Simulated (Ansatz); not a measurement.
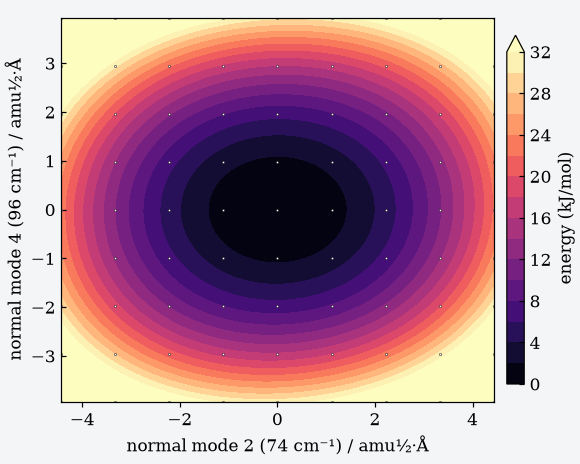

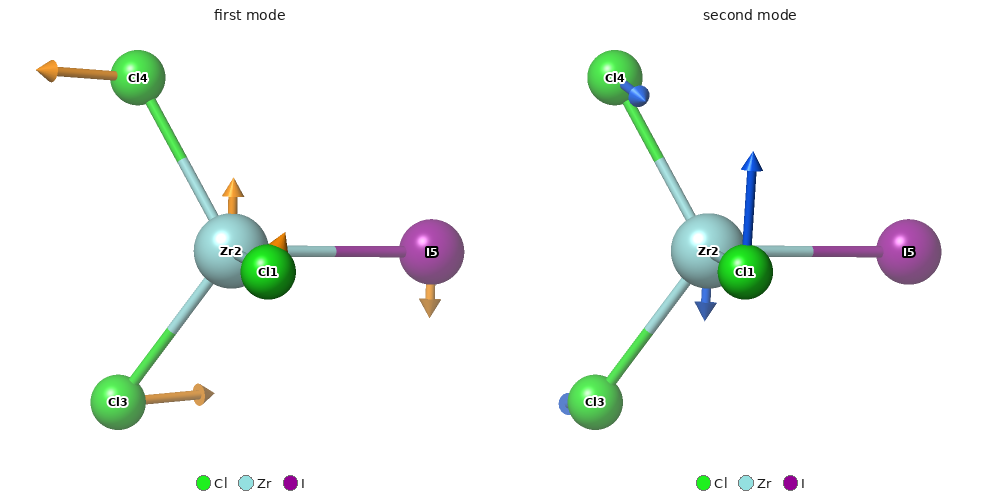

Energy landscape of Cl₃IZr, SMILES [Cl][Zr]([Cl])([Cl])[I]. 
- The first coordinate is: normal mode 2 (74 cm⁻¹); the second: normal mode 4 (96 cm⁻¹).
- Nothing is relaxed (straight displacements along the two mass-weighted modes).
- Grid: 9 × 9 points.
- Energies are in kJ/mol, from the lowest grid point.
- The calculation used RKS PBE-D4/def2-SVP (Ansatz).

Drawn: filled contours, dots at the grid points, one colour for all values above the top of the scale. Between grid points the surface is interpolated. The second picture is the structure at the lowest point

**Summarise what can be read from the map.**

The lowest grid point is at normal mode 2 (74 cm⁻¹) = 0.00 amu½·Å, normal mode 4 (96 cm⁻¹) = 0.00 amu½·Å. It is the only kind of minimum in the scanned range. The highest grid point, normal mode 2 (74 cm⁻¹) = −4.44 amu½·Å, normal mode 4 (96 cm⁻¹) = 3.94 amu½·Å, lies 60.6 kJ/mol above the lowest.

Grid values (kJ/mol):

| normal mode 4 (96 cm⁻¹) ↓, normal mode 2 (74 cm⁻¹) → | −4.44 | −3.33 | −2.22 | −1.11 | 0.00 | 1.11 | 2.22 | 3.33 | 4.44 |
| --- | --- | --- | --- | --- | --- | --- | --- | --- | --- |
| 3.94 | 60.6 | 47.0 | 37.9 | 32.7 | 30.5 | 31.1 | 34.5 | 40.8 | 50.7 |
| 2.95 | 43.1 | 30.5 | 22.3 | 17.7 | 16.0 | 16.9 | 20.5 | 27.0 | 37.1 |
| 1.97 | 31.7 | 19.8 | 12.3 | 8.1 | 6.7 | 7.8 | 11.5 | 18.1 | 28.3 |
| 0.98 | 25.2 | 13.9 | 6.8 | 2.9 | 1.6 | 2.8 | 6.5 | 13.2 | 23.4 |
| 0.00 | 22.9 | 12.0 | 5.0 | 1.2 | 0.0 | 1.2 | 4.9 | 11.7 | 22.1 |
| −0.98 | 24.3 | 13.5 | 6.6 | 2.8 | 1.6 | 2.9 | 6.7 | 13.7 | 24.5 |
| −1.97 | 29.3 | 18.6 | 11.7 | 7.9 | 6.7 | 8.1 | 12.3 | 19.6 | 31.1 |
| −2.95 | 38.4 | 27.7 | 20.9 | 17.1 | 16.1 | 17.8 | 22.4 | 30.4 | 42.7 |
| −3.94 | 52.4 | 41.8 | 35.1 | 31.5 | 30.8 | 33.0 | 38.2 | 47.1 | 60.5 |

Each point was launched as `ansatz run input.yaml --threads 1 --pin off --max-ram 2560MiB --backend cpu --events-out ev --progress --plain --runs-dir out`. Time for the 81 points that were run: 23 min on 1 thread of Arm Neoverse N1 (shared host).
